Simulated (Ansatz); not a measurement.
# GeN: the cost of one run

Computed with Ansatz 0.2.0 (DFT PBE, scalar-relativistic, plane waves, PAW, unless a step's input says otherwise).

**1. Starting point**

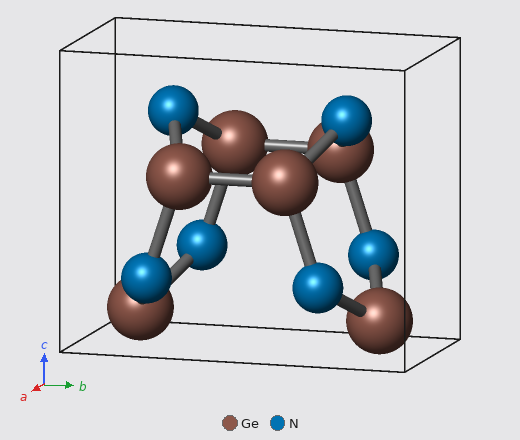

The starting structure, seen slightly off an axis (germanium brown, nitrogen blue). The cell drawn here is the conventional one.

As a file:

```
CELL_PARAMETERS angstrom
-1.48374 2.87848 2.44641
1.48374 -2.87848 2.44641
1.48374 2.87848 -2.44641
ATOMIC_POSITIONS crystal
Ge 0.25895 0.60571 0.65324
Ge 0.95247 0.60571 0.34676
N 0.01163 0.26301 0.74862
N 0.51439 0.26301 0.25138
```

A structure generator made this guess: 3-, 4-connected net, elements by coordination (Imm2, No. 44). Its size is a rough estimate.

**2. Probe: one point on a coarse mesh**

input.yaml reads:

```yaml
crystal:
  lattice:
    - [-1.48374036, 2.87847642, 2.44640927]
    - [1.48374036, -2.87847642, 2.44640927]
    - [1.48374036, 2.87847642, -2.44640927]
  atoms:
    - { symbol: Ge, position: [0.25894715, 0.60570771, 0.65323944] }
    - { symbol: Ge, position: [0.95246827, 0.60570771, 0.34676056] }
    - { symbol: "N", position: [0.01162965, 0.26300891, 0.74862074] }
    - { symbol: "N", position: [0.51438816, 0.26300891, 0.25137926] }
basis:
  ecutwfc: 420
kpoints:
  mp_grid: { grid: [6, 6, 6] }
hamiltonian:
  xc: pbe
scf:
  occupations: { method: gaussian, width: 0.1 }
  lower_state_search: "off"
output:
  forces: true
  stress: true
  eigenvalues: true
```

On the command line:

```sh
$ ansatz run input.yaml --threads 1 --pin off --max-ram 2560MiB --backend cpu --events-out ev --progress --plain --runs-dir out
```

**Question.** How long does this run take on 1 thread of Arm Neoverse V1, shared host, and how much memory does it need?

About 5.1 s, with a peak of 0.33 GiB.
